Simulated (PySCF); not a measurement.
Vertical excitations of a molecule C₇H₇, multiplicity 2 from TDA-CAM-B3LYP/def2-SVPD run with PySCF, as energy in eV (oscillator strength): 3.58 (0.000), 3.74 (0.003), 4.34 (0.045), 4.63 (0.000), 5.36 (0.003), 5.38 (0.440), 5.91 (0.000), 5.92 (0.001), 6.02 (0.000), 6.13 (0.000). Geometry optimised at ωB97X-D3(BJ)/def2-SVP. The values are those of a single conformer.

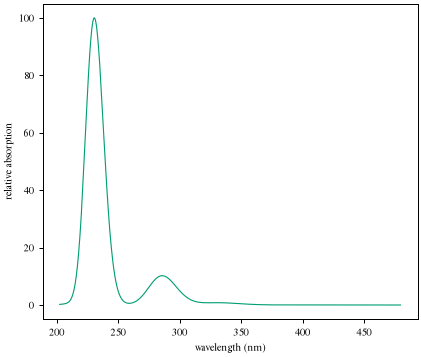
*The lines broadened by 0.4 eV.*

Task: Which molecule gave these data?
(A) C1=CC2C=C[C]1C2
(B) [CH2]c1ccccc1
(C) Cc1c[c]ccc1
(D) [CH]1C2C=CC1C=C2

Result: B, [CH2]c1ccccc1
